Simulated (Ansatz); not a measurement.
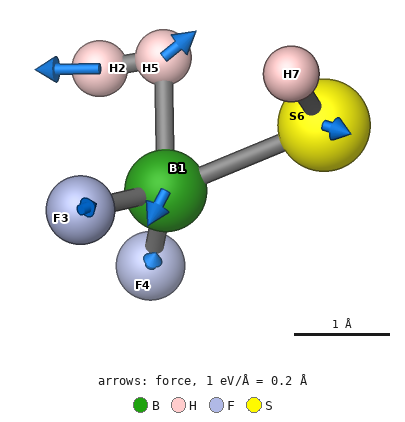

Starting geometry of BH3SF2 (started from a transition state, displaced along its imaginary mode) with the computed forces as blue arrows. Style: ball-and-stick. Shown from a free direction.

Computed with Ansatz 0.2.0, RKS PBE0-D4/def2-TZVP. (force threshold 0.005 eV/Å; at most 200 steps)

Question: What follows when this structure is relaxed?

Answer: It isn't relaxed: the largest force vector, on H2, is 3.62 eV/Å. The final displacements follow the starting forces only in part (cosine between the two patterns 0.39). After 13 accepted moves (16 points after the start) the energy has fallen by 28.3 kcal/mol. Largest force component: 3.4 eV/Å at the start, 0.0017 eV/Å at the end. The line search rejected the trial steps at points 8, 12, 15 of the run. The forces were under the threshold at step 10, but the run went on from there. The largest move after the best rigid fit is that of H5, 1.20 Å. Largest moves by element: H 1.20 Å, B 0.55 Å, S 0.49 Å, F 0.43 Å. Among the contacts that change: B1–H5 1.461 → 3.054 Å, H5–S6 1.978 → 3.555 Å, B1–H2 1.580 → 3.122 Å, B1–F3 1.367 → 1.319 Å. Bonds break: B1–H5 (1.46 → 3.05 Å). Bond angles that change, for instance: F3–B1–F4 115.5° → 118.3°.
